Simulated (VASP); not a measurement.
Shape and ions are relaxed at each volume.

Energy against volume of Sc (hcp). All values below come from PBEsol GGA, VASP's PBE PAW potentials (set 64) (plane waves; VASP).

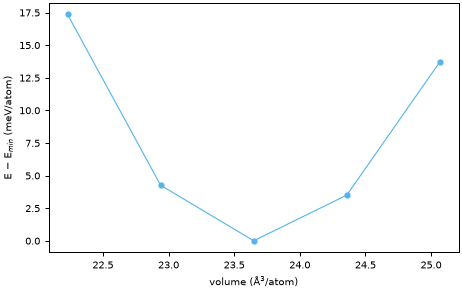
*Energy against volume*

Problem. Estimate the equilibrium volume and the bulk modulus.

Solution. The minimum lies near 23.7 Å³/atom, and the curvature gives B0 of about 58 GPa.

The compound is Sc in the hcp structure. It was relaxed first, which changed the volume by -5 %.
